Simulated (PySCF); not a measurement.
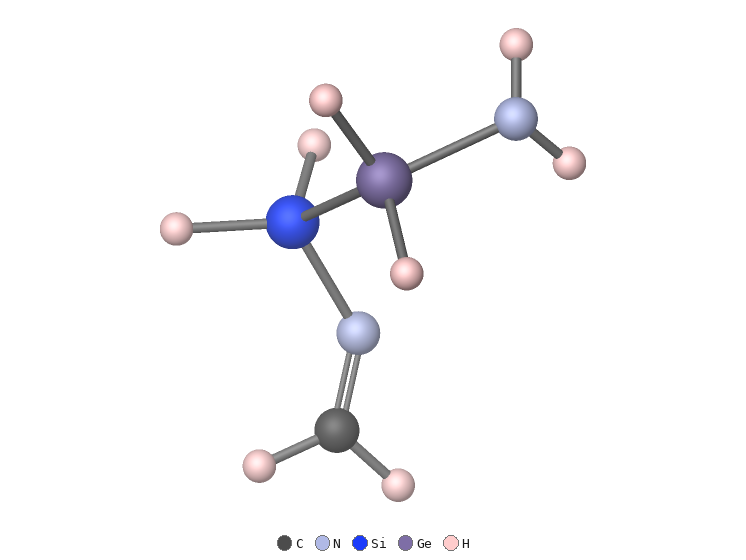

The geometry was computed by an optimisation with GFN2-xTB. No frequency run is at hand to confirm it as a minimum. Method: CAM-B3LYP/def2-SVPD, gas phase (PySCF 2.14.0). Excitations: vertical, linear response.

### Give the HOMO–LUMO gap at this level.

8.26 eV.

### What is the dipole moment?

2.07 D.

### Give the HOMO energy (Kohn–Sham orbital) at this level.

−8.18 eV.

### Estimate the mean static polarisability.

89.6 bohr³.

The geometry is semi-empirical. Around Ge, Si such bond lengths and angles can be off by a tenth of an ångström or more and by several degrees, and values that hang on the shape move with them.
